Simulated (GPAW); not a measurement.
# Core-hole calculation of the Br K edge in MnBr2 (P-3m1), part 2 of 3

How does the Br K edge of MnBr2 (P-3m1) move when the bonds are compressed or stretched?

GPAW 26.7.0; X-ray absorption from dipole matrix elements to empty bands, plane-wave PAW LDA.

So far. Step 2 (Ground state of the crystal): The mesh shows a gap of 1.05 eV, so the hole is first treated in a charged cell, without the excited electron.

The database entry behind the starting cell has ideal inner coordinates that were not refined, so it need not match the best structure at ambient conditions.

## 4. Spectrum with FCH, Br atom 1

The holes are 6.6 Å apart. In GPAW the data set carries the hole's charge, so charge=0 means a charged cell and charge=-1 a neutral one. The excited electron is left out and a uniform background balances the charge. After the field has converged, empty bands are computed with the density fixed and the dipole matrix elements are summed.

The absorber has 3 Mn at 2.69 Å (pyramidal, site symmetry 3m).

Input file xas.py:

```python
import numpy as np
from ase import Atoms
from ase.parallel import parprint, paropen
from gpaw import GPAW, PW, FermiDirac, Mixer, MixerDif, setup_paths
from gpaw.test import gen
setup_paths.insert(0, '.')
gen('Br', name='fch1s', xcname='LDA', corehole=(1, 0, 1), write_xml=True)
from gpaw.mpi import world
world.barrier()

atoms = Atoms('Br6Mn3',
    cell=[[-5.73, 3.30821704, 0],
     [-5.73, -3.30821704, 0],
     [3.82, 0, 6.19]],
    scaled_positions=[[0.25, 0.91666667, 0.75],
     [0.58333333, 0.25, 0.75],
     [0.91666667, 0.58333333, 0.75],
     [0.41666667, 0.75, 0.25],
     [0.75, 0.08333333, 0.25],
     [0.08333333, 0.41666667, 0.25],
     [0, 0, 0],
     [0.33333333, 0.33333333, 0],
     [0.66666667, 0.66666667, 0]],
    magmoms=[0.0, 0.0, 0.0, 0.0, 0.0, 0.0, 4.0, 4.0, 4.0],
    pbc=True)
atoms.calc = calc = GPAW(legacy_gpaw=True, mode=PW(430), xc='LDA', setups={0: 'fch1s'},
    kpts={'size': (2, 2, 2), 'gamma': True}, occupations=FermiDirac(0.02),
    charge=0, mixer=MixerDif(0.05, 8, 50), maxiter=150,
    convergence={'density': 0.0001}, txt='scf.txt')
energy = atoms.get_potential_energy() + calc.get_reference_energy()
ef = calc.get_fermi_level()
out = dict(energy=energy, fermi=ef, forces=atoms.get_forces().tolist(), magmoms=atoms.get_magnetic_moments().tolist())
parprint(f'all-electron energy {energy:.4f} eV, Fermi level {ef:.4f} eV')
ev = np.array([[calc.get_eigenvalues(k, s) for k in range(len(calc.get_ibz_k_points()))] for s in range(calc.get_number_of_spins())])
out['homo'], out['lumo'], out['counts'] = ev[ev < ef].max(), ev[ev > ef].min(), sorted(set((ev < ef).sum((0, 2)).tolist()))
out['filled'] = (ev[:, 0] < ef).sum(1).tolist()

from ase.units import Ha
from gpaw.xas import dipole_matrix_elements
nb = int(calc.get_number_of_electrons() / 2) + 157
top, nb = nb, nb + 8 + nb // 12
nscf = calc.fixed_density(kpts={'size': (3, 3, 3), 'gamma': True}, nbands=nb,
    convergence={'bands': top, 'eigenstates': 1e-5}, maxiter=60, txt='nscf.txt')
cell = atoms.cell.array
ops = [cell.T @ U.T @ np.linalg.inv(cell.T) for U in nscf.wfs.kd.symmetry.op_scc]
filled = [51, 36]  # bands filled in the ground state, by spin
E = np.arange(-6, 34, 0.1)
fwhm = np.interp(E, [4, 25], [2.52, 3.5])
Y, X, zero, highest = 0, 0, 1e9, 1e9
for spin in range(nscf.get_number_of_spins()):
    wfs = nscf.wfs
    A = dipole_matrix_elements(wfs.setups[0])
    eps = np.zeros((wfs.kd.nibzkpts, nb))
    d = np.zeros((3, A.shape[1], wfs.kd.nibzkpts, nb), complex)
    for kpt in wfs.kpt_u:
        if kpt.s == spin and 0 in kpt.P_ani:
            eps[kpt.k] = kpt.eps_n * Ha
            d[:, :, kpt.k] = (kpt.weight * wfs.nspins / 2) ** 0.5 * np.inner(A, kpt.P_ani[0])
    world.sum(eps)
    world.sum(d)
    T = np.einsum('amkn,bmkn->abkn', d, d.conj()).real
    T = sum(np.einsum('ai,ijkn,bj->abkn', R, T, R) for R in ops) / len(ops)
    empty = np.ones_like(eps, bool) & (np.arange(nb) >= filled[spin])
    zero, highest = min(zero, eps[empty].min()), min(highest, eps[:, top - 1].min())
    lines = [(eps, T, empty)] if spin == 0 else lines + [(eps, T, empty)]
for eps, T, empty in lines:
    f = np.einsum('aakn->akn', T).reshape(3, -1)
    x = eps.ravel() - zero
    w = np.interp(x, E, fwhm) / 2.35482
    g = np.exp(-0.5 * ((E[:, None] - x) / w) ** 2) / (w * (2 * np.pi) ** 0.5)
    Y = Y + (f * empty.ravel()) @ g.T
    X = X + (f * ~empty.ravel()) @ g.T
out.update(E=E.round(2).tolist(), xas=Y.tolist(), xes=X.tolist(), zero=zero, valid=highest - zero, nk=len(eps), nb=nb)
for i in range(0, len(E), 10):
    parprint(f'{E[i]:7.2f}', *(f'{v:10.3e}' for v in Y[:, i]))
import json
with paropen('out.json', 'w') as f:
    json.dump(out, f)
```

Command:

```bash
> OMP_NUM_THREADS=1 mpirun -n 2 gpaw python xas.py
```

Numbers of over 12 decimals in the logs are rounded to 6 here.

What it wrote:

```text
Input parameters:
  convergence: {density: 0.0001}
  kpts: {gamma: True,
         size: (2, 2, 2)}
  maxiter: 150
  mixer: {backend: pulay,
          beta: 0.05,
          method: difference,
          nmaxold: 8,
          weight: 50}
  mode: {ecut: 430.0,
         name: pw}
  occupations: {fixmagmom: False,
                name: fermi-dirac,
                width: 0.02}
  setups: {0: fch1s}

Initialize ...

[... PAW data sets ...]

Reference energy: -505742.309493  # eV

Spin-polarized calculation.
Initial magnetic moment: 12.000000

[... convergence settings ...]
Symmetries present (total): 1
  [... symmetry matrices ...]

8 k-points: 2 x 2 x 2 Monkhorst-Pack grid + [1/4,1/4,1/4]
8 k-points in the irreducible part of the Brillouin zone
       k-points in crystal coordinates                weights
   0:     0.00000000    0.00000000    0.00000000          1/8
   1:     0.00000000    0.00000000    0.50000000          1/8
   2:     0.00000000    0.50000000    0.00000000          1/8
   3:     0.00000000    0.50000000    0.50000000          1/8
   4:     0.50000000    0.00000000    0.00000000          1/8
   5:     0.50000000    0.00000000    0.50000000          1/8
   6:     0.50000000    0.50000000    0.00000000          1/8
   7:     0.50000000    0.50000000    0.50000000          1/8

Wave functions: Plane wave expansion
  Cutoff energy: 430.000 eV
  Number of coefficients (min, max): 4736, 4797
  Pulay-stress correction: 0.000000 eV/Ang^3 (de/decut=0.000000)
  Using FFTW library
  Wavefunction extrapolation:
    Improved wavefunction reuse through dual PAW basis

Occupation numbers: Fermi-Dirac:
  width: 0.0200  # eV

Eigensolver
   Davidson(niter=2)

Densities:
  Coarse grid: 32*32*35 grid
  Fine grid: 64*64*70 grid
  Total Charge: 1.000000

Density mixing:
  Method: difference
  Backend: pulay
  Linear mixing parameter: 0.05
  old densities: 8
  Width of damping distribution: 1.1
  Damping of long wavelength oscillations: 50

[... Hamiltonian set-up ...]
Number of atoms: 9
Number of atomic orbitals: 63
Number of bands in calculation: 63
Number of valence electrons: 87
Bands to converge: occupied

... initialized

Initializing position-dependent things.

Density initialized from atomic densities
Creating initial wave functions:
  63 bands from LCAO basis set

              Br       Br

                 Br

                   Br

             Br       Br
        Mn        Mn        Mn

Atomic positions and initial magnetic moments

Positions:
   0 Br    -3.820000   -2.205478    4.642500    ( 0.0000,  0.0000,  0.0000)
   1 Br    -1.910000    1.102739    4.642500    ( 0.0000,  0.0000,  0.0000)
   2 Br    -5.730000    1.102739    4.642500    ( 0.0000,  0.0000,  0.0000)
   3 Br    -5.730000   -1.102739    1.547500    ( 0.0000,  0.0000,  0.0000)
   4 Br    -3.820000    2.205478    1.547500    ( 0.0000,  0.0000,  0.0000)
   5 Br    -1.910000   -1.102739    1.547500    ( 0.0000,  0.0000,  0.0000)
   6 Mn     0.000000    0.000000    0.000000    ( 0.0000,  0.0000,  4.0000)
   7 Mn    -3.820000   -0.000000    0.000000    ( 0.0000,  0.0000,  4.0000)
   8 Mn    -7.640000    0.000000    0.000000    ( 0.0000,  0.0000,  4.0000)

Unit cell:
           periodic     x           y           z      points  spacing
  1. axis:    yes   -5.730000    3.308217    0.000000    32     0.1711
  2. axis:    yes   -5.730000   -3.308217    0.000000    32     0.1711
  3. axis:    yes    3.820000    0.000000    6.190000    35     0.1769

  Lengths:   6.616434   6.616434   7.273823
  Angles:  117.052795 117.052795  60.000000

Effective grid spacing dv^(1/3) = 0.1871

iter:   1  -101.514669                   +12.0740
iter:   2  -100.092055   -1.11  -1.31    +12.4944
iter:   3   -99.476211   -1.79  -1.42    +13.1707
iter:   4   -99.737213   -1.32  -1.49    +14.6397
iter:   5   -99.711939   -2.40  -1.61    +14.9020
[...]
iter:  20   -99.145043c  -5.66  -3.82    +15.0000
iter:  21   -99.144990c  -5.88  -3.84    +15.0000
iter:  22   -99.144986c  -6.76  -4.01c   +15.0000
iter:  23   -99.144986c  -7.67c -4.29c   +15.0000

Converged after 23 iterations.

Dipole moment: (0.173342, -0.626828, 0.609700) |e|*Ang

Total magnetic moment: (0.000000, 0.000000, 15.000000)
Local magnetic moments:
   0 Br ( 0.000000,  0.000000,  0.054996)
   1 Br ( 0.000000,  0.000000,  0.096187)
   2 Br ( 0.000000,  0.000000,  0.096962)
   3 Br ( 0.000000,  0.000000,  0.112242)
   4 Br ( 0.000000,  0.000000,  0.112242)
   5 Br ( 0.000000,  0.000000,  0.112242)
   6 Mn ( 0.000000,  0.000000,  4.290971)
   7 Mn ( 0.000000,  0.000000,  4.290971)
   8 Mn ( 0.000000,  0.000000,  4.290971)

Energy contributions relative to reference atoms: (reference = -505742.309493)

Kinetic:        +33.602261
Potential:      -42.840332
External:        +0.000000
XC:             -89.965203
Entropy (-ST):   -0.000000
Local:           +0.058287
SIC:             +0.000000
--------------------------
Free energy:    -99.144986
Extrapolated:   -99.144986

Spin contamination: 1.000169 electrons
Showing only first 2 kpts
                      Up                     Down
 Kpt  Band  Eigenvalues  Occupancy  Eigenvalues  Occupancy
  0    41      0.99630    1.00000      4.64245    0.00000
  0    42      1.16433    1.00000      4.64978    0.00000
  0    43      1.16433    1.00000      4.64980    0.00000
  0    44      1.28771    1.00000      4.65746    0.00000

  1    41      1.06267    1.00000      4.66409    0.00000
  1    42      1.08165    1.00000      4.68101    0.00000
  1    43      1.17097    1.00000      4.68103    0.00000
  1    44      1.17098    1.00000      4.68627    0.00000

Fermi level: 3.34285

Gap: 1.091 eV
Transition (v -> c):
  (s=0, k=1, n=50, [0.00, 0.00, 0.50]) -> (s=1, k=3, n=36, [0.00, 0.50, 0.50])
Direct/indirect transitions are different
Direct gap: 1.122 eV
Transition at: (s=0->1, k=3, n=50, [0.00, 0.50, 0.50])

Forces in eV/Ang:
  0 Br   -0.00000    0.00000   -1.09228
  1 Br   -0.00000   -0.00001    0.49817
  2 Br    0.00001   -0.00000    0.46642
  3 Br   -0.13712   -0.08775   -0.78493
  4 Br    0.14456   -0.07486   -0.78493
  5 Br   -0.00745    0.16263   -0.78493
  6 Mn    0.90906   -0.51689    0.82910
  7 Mn   -0.90217   -0.52882    0.82910
  8 Mn   -0.00689    1.04571    0.82910
Scalar-relativistic atomic LDA calculation for Br (Bromine, Z=35)
Core hole in 1s state (1s occupation: 1.0)
600 radial gridpoints.
|------------------------------------------------|
|------------------------------------------------|
[... the atom generator's iteration count ...]

Energy contributions:
-------------------------
Kinetic:    +2142.845069
XC:           -78.741202
Potential:  -4170.324093
-------------------------
Total:      -2106.220226

state      eigenvalue         ekin         rmax
-----------------------------------------------
1s^1.0 :  -504.170781   631.991389        0.028
2s^2.0 :   -67.574086   127.413459        0.157
2p^6.0 :   -60.843510   125.515303        0.124
3s^2.0 :    -9.910673    31.007859        0.473
3p^6.0 :    -7.587449    28.723880        0.464
3d^10.0:    -3.468290    23.941289        0.409
4s^2.0 :    -1.234373     5.187207        1.337
4p^5.0 :    -0.725380     3.757730        1.514
-----------------------------------------------
(units: Bohr and Hartree)

Generating PAW setup
Kinetic energy of the core from tauc = 2139.106662
Cutoffs:
rc(s)=2.100
rc(p)=2.100
rc(d)=2.100
rc(vbar)=1.890
rc(comp)=2.100
rc(nct)=2.100

Kinetic energy of the core states: 2113.682007
Charge: 1.0
Core electrons: 27.0
Valence electrons: 7.0
Pseudo-core charge: 0.189290
Shape function alpha=2.268
Pseudo-electron charge 7.686108
state    eigenvalue         norm
--------------------------------
4s(2) :    -1.234373     1.291463
*s    :    -0.234373
4p(5) :    -0.725380     0.982779
*p    :     0.274620
*d    :     0.000000
--------------------------------

Diagonalizing with gridspacing h=0.050

state   all-electron     PAW
-------------------------------
4s:      -1.234373    -1.234982
4p:      -0.725380    -0.725911
*d:                   -0.138078
*f:                   -0.016818
-------------------------------
all-electron energy -505841.4545 eV, Fermi level 3.3428 eV
  -6.00  3.498e-16  3.498e-16  6.655e-16
  -5.00  5.534e-14  5.534e-14  9.469e-14
  -4.00  3.875e-12  3.875e-12  5.909e-12
  -3.00  1.223e-10  1.223e-10  1.656e-10
  -2.00  1.779e-09  1.779e-09  2.152e-09
  -1.00  1.219e-08  1.219e-08  1.349e-08
  -0.00  4.061e-08  4.061e-08  4.283e-08
[...]
31.00  1.533e-07  1.533e-07  1.497e-07
  32.00  1.446e-07  1.446e-07  1.430e-07
  33.00  1.392e-07  1.392e-07  1.406e-07
```

Run time: 6 min. Hardware: 2 MPI ranks of Arm Neoverse V2, shared host; peak memory 0.76 GiB.

The Br K spectrum, Br atom 1, full core hole (charged cell) (energy from the lowest empty level; intensity scaled to a mean of 1 over the first 20 eV; polarised curves are means over the symmetry-equivalent atoms):

| E (eV) | isotropic | ε ⊥ c | ε ∥ c |
| --- | --- | --- | --- |
| -2.0 | 0.01 | 0.01 | 0.02 |
| -0.5 | 0.19 | 0.18 | 0.19 |
| 1.0 | 0.55 | 0.55 | 0.57 |
| 2.5 | 0.84 | 0.84 | 0.84 |
| 4.0 | 1.00 | 1.05 | 0.90 |
| 5.5 | 1.18 | 1.26 | 1.02 |
| 7.0 | 1.69 | 1.73 | 1.60 |
| 8.5 | 1.50 | 1.45 | 1.62 |
| 10.0 | 0.87 | 0.86 | 0.91 |
| 11.5 | 0.67 | 0.67 | 0.67 |
| 13.0 | 0.65 | 0.59 | 0.77 |
| 14.5 | 0.75 | 0.72 | 0.81 |
| 16.0 | 1.00 | 1.02 | 0.95 |
| 17.5 | 1.18 | 1.23 | 1.07 |
| 19.0 | 1.18 | 1.19 | 1.16 |
| 20.5 | 1.17 | 1.15 | 1.22 |
| 22.0 | 1.21 | 1.19 | 1.24 |
| 23.5 | 1.11 | 1.12 | 1.10 |
| 25.0 | 1.06 | 1.09 | 1.00 |
| 26.5 | 1.16 | 1.17 | 1.15 |
| 28.0 | 1.26 | 1.25 | 1.29 |
| 29.5 | 1.22 | 1.22 | 1.22 |
| 31.0 | 1.13 | 1.14 | 1.11 |

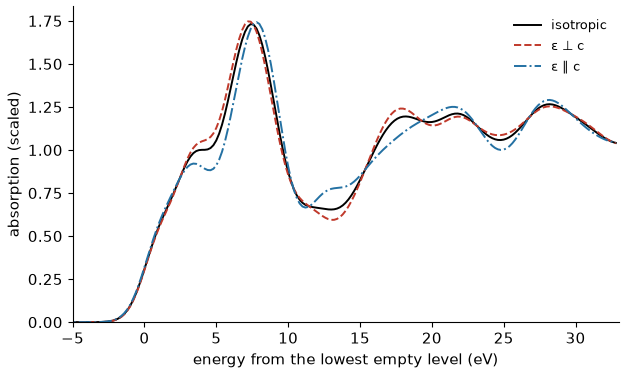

The Br K edge, Br atom 1, full core hole (charged cell): main maxima at 7.4, 21.8 and 28.2 eV.

Main maxima below 30 eV (height): 7.4 eV (1.73), 18.2 eV (1.19), 21.8 eV (1.21) and 28.2 eV (1.27). A K edge sees empty p states on the absorber.

The energy difference (zero at 13454 eV) isn't read as a photon energy: for so heavy an absorber the terms left out (the hole's spin, the functional's error) amount to tens of eV or more.

## 5. Supercell without a hole, the energy reference

The cell changes for the next run, so it gets a reference energy of its own.

The cell differs from the one that the last finished run ended in (a 6.616 → 6.481 Å, b 6.616 → 6.481 Å, c 7.274 → 7.125 Å).

Input file scf.py:

```python
import numpy as np
from ase import Atoms
from ase.parallel import parprint, paropen
from gpaw import GPAW, PW, FermiDirac, Mixer, MixerDif, setup_paths
from gpaw.test import gen
setup_paths.insert(0, '.')
gen('Br', name='nch1s', xcname='LDA', corehole=(1, 0, 0), write_xml=True)
from gpaw.mpi import world
world.barrier()

atoms = Atoms('Br6Mn3',
    cell=[[-5.6130284, 3.24068346, 0],
     [-5.6130284, -3.24068346, 0],
     [3.74201894, 0, 6.06363801]],
    scaled_positions=[[0.25, 0.91666667, 0.75],
     [0.58333333, 0.25, 0.75],
     [0.91666667, 0.58333333, 0.75],
     [0.41666667, 0.75, 0.25],
     [0.75, 0.08333333, 0.25],
     [0.08333333, 0.41666667, 0.25],
     [0, 0, 0],
     [0.33333333, 0.33333333, 0],
     [0.66666667, 0.66666667, 0]],
    magmoms=[0.0, 0.0, 0.0, 0.0, 0.0, 0.0, 4.0, 4.0, 4.0],
    pbc=True)
atoms.calc = calc = GPAW(legacy_gpaw=True, mode=PW(430), xc='LDA', setups={0: 'nch1s'},
    kpts={'size': (2, 2, 2), 'gamma': True}, occupations=FermiDirac(0.02),
    charge=0, mixer=MixerDif(0.05, 8, 50), maxiter=150,
    convergence={'density': 0.0001}, txt='scf.txt')
energy = atoms.get_potential_energy() + calc.get_reference_energy()
ef = calc.get_fermi_level()
out = dict(energy=energy, fermi=ef, forces=atoms.get_forces().tolist(), magmoms=atoms.get_magnetic_moments().tolist())
parprint(f'all-electron energy {energy:.4f} eV, Fermi level {ef:.4f} eV')
ev = np.array([[calc.get_eigenvalues(k, s) for k in range(len(calc.get_ibz_k_points()))] for s in range(calc.get_number_of_spins())])
out['homo'], out['lumo'], out['counts'] = ev[ev < ef].max(), ev[ev > ef].min(), sorted(set((ev < ef).sum((0, 2)).tolist()))
out['filled'] = (ev[:, 0] < ef).sum(1).tolist()
import json
with paropen('out.json', 'w') as f:
    json.dump(out, f)
```

Command:

```bash
> OMP_NUM_THREADS=1 mpirun -n 2 gpaw python scf.py
```

What it wrote:

```text
Input parameters:
  convergence: {density: 0.0001}
  kpts: {gamma: True,
         size: (2, 2, 2)}
  maxiter: 150
  mixer: {backend: pulay,
          beta: 0.05,
          method: difference,
          nmaxold: 8,
          weight: 50}
  mode: {ecut: 430.0,
         name: pw}
  occupations: {fixmagmom: False,
                name: fermi-dirac,
                width: 0.02}
  setups: {0: nch1s}

Initialize ...

[...]
4s(2) :    -0.746223     1.280310
*s    :     0.253777
4p(5) :    -0.294109     1.009404
*p    :     0.705891
*d    :     0.000000
--------------------------------

Diagonalizing with gridspacing h=0.050

state   all-electron     PAW
-------------------------------
4s:      -0.746223    -0.746605
4p:      -0.294109    -0.294500
*d:                    0.043415
*f:                    0.075014
-------------------------------
all-electron energy -519291.4185 eV, Fermi level 4.0179 eV
[key lines of the parts left out:]
Converged after 14 iterations.
Dipole moment: (-0.000000, -0.000000, 0.000000) |e|*Ang
Free energy:    -49.736239
Fermi level: 4.01788
```

Elapsed: 42 s, on 2 MPI ranks; peak memory 0.41 GiB.

Reference energy: -519291.419 eV with the cores included.

## 6. Spectrum with FCH, Br atom 1

Shorter bonds are expected to push antibonding states and scattering resonances up, and longer ones down; the cell is scaled to test that.

Changed against the first core-hole run: volume scale from 1 to 0.94.

xas.py, as its differences from that of step 4:

```diff
@@ -11,5 +11,5 @@
 atoms = Atoms('Br6Mn3',
-    cell=[[-5.73, 3.30821704, 0],
-     [-5.73, -3.30821704, 0],
-     [3.82, 0, 6.19]],
+    cell=[[-5.6130284, 3.24068346, 0],
+     [-5.6130284, -3.24068346, 0],
+     [3.74201894, 0, 6.06363801]],
     scaled_positions=[[0.25, 0.91666667, 0.75],
@@ -39,3 +39,3 @@
 from gpaw.xas import dipole_matrix_elements
-nb = int(calc.get_number_of_electrons() / 2) + 157
+nb = int(calc.get_number_of_electrons() / 2) + 149
 top, nb = nb, nb + 8 + nb // 12
```

Command:

```bash
> OMP_NUM_THREADS=1 mpirun -n 2 gpaw python xas.py
```

What it wrote:

```text
Input parameters:
  convergence: {density: 0.0001}
  kpts: {gamma: True,
         size: (2, 2, 2)}
  maxiter: 150
  mixer: {backend: pulay,
          beta: 0.05,
          method: difference,
          nmaxold: 8,
          weight: 50}
  mode: {ecut: 430.0,
         name: pw}
  occupations: {fixmagmom: False,
                name: fermi-dirac,
                width: 0.02}
  setups: {0: fch1s}

Initialize ...

[...]
4s:      -1.234373    -1.234982
4p:      -0.725380    -0.725911
*d:                   -0.138078
*f:                   -0.016818
-------------------------------
all-electron energy -505842.1214 eV, Fermi level 3.9900 eV
  -6.00  3.124e-16  3.124e-16  6.591e-16
  -5.00  4.903e-14  4.904e-14  9.224e-14
  -4.00  3.408e-12  3.408e-12  5.632e-12
  -3.00  1.071e-10  1.071e-10  1.537e-10
[...]
32.00  1.584e-07  1.584e-07  1.504e-07
  33.00  1.484e-07  1.484e-07  1.422e-07
[key lines of the parts left out:]
Converged after 20 iterations.
Dipole moment: (0.132316, -0.612521, 0.575412) |e|*Ang
Free energy:    -99.811948
Fermi level: 3.99001
```

The job ended after 5.4 min (2 MPI ranks; peak memory 0.73 GiB).

```csv
E (eV),first run,this run
-2.0,0.01,0.01
-1.0,0.09,0.08
0.0,0.31,0.28
1.0,0.55,0.51
2.0,0.74,0.66
3.0,0.93,0.86
4.0,1.00,1.02
5.0,1.06,1.08
6.0,1.36,1.31
7.0,1.69,1.65
8.0,1.67,1.74
9.0,1.28,1.47
10.0,0.87,1.04
11.0,0.69,0.78
12.0,0.66,0.71
13.0,0.65,0.69
14.0,0.69,0.68
15.0,0.82,0.75
16.0,1.00,0.89
17.0,1.14,1.04
18.0,1.19,1.15
19.0,1.18,1.17
20.0,1.16,1.13
21.0,1.19,1.13
22.0,1.21,1.18
23.0,1.15,1.19
24.0,1.08,1.14
25.0,1.06,1.06
26.0,1.12,1.05
27.0,1.21,1.10
28.0,1.26,1.20
29.0,1.24,1.27
30.0,1.19,1.27
31.0,1.13,1.22
32.0,1.07,1.15
```

Against the first run the r.m.s. difference is 7 %. The highest intensity below 24 eV goes from 7.4 eV (1.73) to 7.8 eV (1.75).

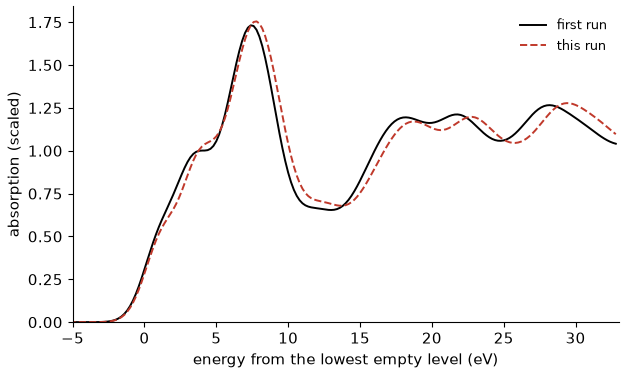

The effect of the change (volume scale from 1 to 0.94).

The photon energy of the zero moves by +0.04 eV.

(Continued in part 3 of 3.)

[Banner, clock and machine lines of the logs are left out without a mark of their own.]

[Logs are printed without paths, hosts, clocks, repeated set-up lines and the standing remarks that a program may print on its own settings, such as how far it seeks lower states.]

[Hosts, paths, dates, database ids (printed as entryN), source tags and the programs' standing remarks are cut or masked in the printed files.]

[Lists of maxima count a maximum above −3 eV only where it reaches 4 % of the highest in the window and stands out from its surroundings by 2 % of it (1.5 % where it reaches 55 %); shoulders and weaker maxima are passed over, and of the rest the first, up to two pre-edge ones and the few strongest are named.]
